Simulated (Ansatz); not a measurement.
**Si2H3OF (SMILES F[Si]O[SiH3]) at B2PLYP/def2-SVPD**

Aim: the vertical singlet–triplet gap of Si2H3OF at B2PLYP/def2-SVPD, from 2 runs. 

The calculation is run with Ansatz 0.2.0.

57 further runs of the same task are left out: 57 set aside as unsound or not needed.

## Step 1: The structure to begin with

Si2H3OF has 7 atoms, charge 0, and is taken as a singlet. As SMILES, `F[Si]O[SiH3]`. The coordinates come from a PBE0-D4/def2-TZVP relaxation. This is one conformer, not always the lowest.

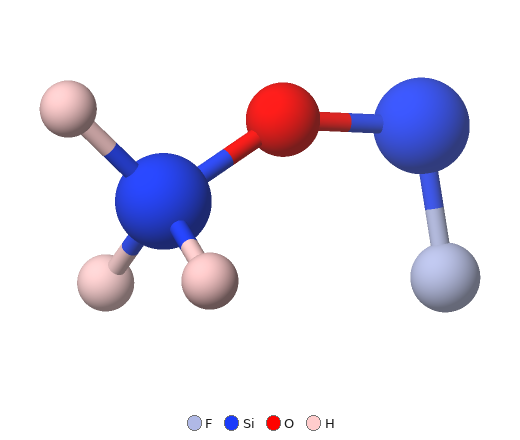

Viewed from a chosen angle; fluorine light blue, silicon blue, oxygen red, hydrogen pink.

## Step 2: The energy at B2PLYP/def2-SVPD

The input, input.yaml:

```yaml
basis:
  gaussian:
    orbitals: def2-SVPD
crystal:
  periodic: [false, false, false]
  atoms:
    - {symbol: F, position_ang: [0.639300, -1.829500, 1.608700]}
    - {symbol: Si, position_ang: [-0.428700, -2.165500, 0.441500]}
    - {symbol: O, position_ang: [-0.538300, -0.736500, -0.334600]}
    - {symbol: Si, position_ang: [-0.025600, 0.837100, -0.406700]}
    - {symbol: H, position_ang: [-0.705100, 1.480700, -1.555500]}
    - {symbol: H, position_ang: [-0.385700, 1.537800, 0.850000]}
    - {symbol: H, position_ang: [1.444000, 0.875800, -0.603300]}
accuracy: high
hamiltonian:
  xc: {name: B2PLYP}
correlation:
  frozen_orbitals: {F: 1, H: 0, O: 1, Si: 5}
output: {orbitals: {seedname: orbitals}}
```

Command:

```sh
ansatz run input.yaml --threads 1 --pin off --max-ram 3480MiB --events-out events.jsonl --progress --plain --runs-dir runs
```

What it wrote:

```text
Warning: RAYON_NUM_THREADS=1 ignored (pool sized by the plan → 1); use --threads N
Functional definition: B2PLYP
  name "B2PLYP"
  parameter a = 0.53
  parameter c = 0.27
  exchange = (1 - a)*b88_x + a*exact_x
  correlation = (1 - c)*lyp_c + c*(mp2_os + mp2_ss)
2284 factors; integrals over basis functions are off by at most 3.8e-9 eV
mean field evaluation 1: about -20542.0624 eV, gradient 5.3e1 eV
mean field evaluation 2: about -20542.2093 eV, gradient 5.3e1 eV
mean field evaluation 4: about -20546.9016 eV, gradient 4.1e0 eV
mean field evaluation 8: about -20546.9581 eV, gradient 4.2e-1 eV
mean field evaluation 16: about -20546.9584 eV, gradient 2.5e-5 eV
mean field -20546.95844315 eV, -755.0867955570 hartree, gradient 4.6e-8 eV, S^2 0.000000; 0 other end points of the search recorded, 0 dependent functions left out
12 core orbitals not correlated: weight in the atoms' cores, before any rotation towards them, 1.000 or more for the frozen orbitals, at most 0.000 for the correlated occupied ones
reference -20546.95847002 eV, -755.0867965444 hartree; 12, 12 occupied and 94, 94 virtual orbitals, 2284 factors
second order -19.17040742 eV of doubles, -0.00000000 eV of singles
Total energy: -20552.13448002 eV, -755.2770114036 hartree
```

Run time: 14 s. Hardware: 1 thread of Arm Neoverse V2, shared host; peak memory 0.42 GiB.

## Step 3: The triplet

The input, run.yaml:

```yaml
crystal:
  periodic: [false, false, false]
  atoms:
    - {symbol: F, position_ang: [0.639300, -1.829500, 1.608700]}
    - {symbol: Si, position_ang: [-0.428700, -2.165500, 0.441500]}
    - {symbol: O, position_ang: [-0.538300, -0.736500, -0.334600]}
    - {symbol: Si, position_ang: [-0.025600, 0.837100, -0.406700]}
    - {symbol: H, position_ang: [-0.705100, 1.480700, -1.555500]}
    - {symbol: H, position_ang: [-0.385700, 1.537800, 0.850000]}
    - {symbol: H, position_ang: [1.444000, 0.875800, -0.603300]}
basis:
  gaussian:
    orbitals: def2-SVPD
magnetization:
  spin_polarized: true
  initial_magnetization: 2
hamiltonian:
  xc: {name: B2PLYP}
correlation:
  frozen_orbitals: {F: 1, H: 0, O: 1, Si: 5}
accuracy: high
output: {orbitals: {seedname: orbitals}}
```

Command:

```sh
ansatz run run.yaml --threads 1 --pin off --max-ram 3480MiB --events-out events.jsonl --progress --plain --runs-dir runs
```

What it wrote, cut to the lines that bear on the results:

```text
Warning: RAYON_NUM_THREADS=1 ignored (pool sized by the plan → 1); use --threads N
[... 2 set-up lines as earlier in the session ...]
[...]
2284 factors; integrals over basis functions are off by at most 3.8e-9 eV
[...]
mean field -20544.00163664 eV, -754.9781349220 hartree, gradient 3.3e-8 eV, S^2 2.002135; 0 other end points of the search recorded, 0 dependent functions left out
12 core orbitals not correlated: weight in the atoms' cores, before any rotation towards them, 1.000 or more for the frozen orbitals, at most 0.000 for the correlated occupied ones
reference -20544.00166357 eV, -754.9781359119 hartree; 13, 11 occupied and 93, 95 virtual orbitals, 2284 factors
second order -18.24059549 eV of doubles, -0.00000000 eV of singles
Total energy: -20548.92662436 eV, -755.1591248823 hartree
```

Wall time 19 s (1 thread of Arm Neoverse V2, shared host); peak memory 0.58 GiB.

## Step 4: Summary of results

At B2PLYP/def2-SVPD, 12 core orbitals frozen:

| quantity | value |
| --- | --- |
| singlet: total energy | -755.27701 Eh |
| singlet: HOMO energy (SCF part's orbitals) | -8.76 eV |
| singlet: LUMO energy (SCF part's orbitals) | -0.55 eV |
| singlet: HOMO–LUMO gap (SCF part's orbitals) | 8.21 eV |
| triplet: total energy | -755.15912 Eh |
| triplet: HOMO energy (SCF part's orbitals) (highest over α and β) | -5.80 eV |
| triplet: LUMO energy (SCF part's orbitals) (lowest over α and β) | -3.42 eV |
| triplet: ⟨S²⟩ | 2.002 |
| vertical energy of the triplet above the singlet | 3.208 eV |

What this shows: At this shape the triplet lies 3.21 eV (310 kJ/mol) above the singlet.
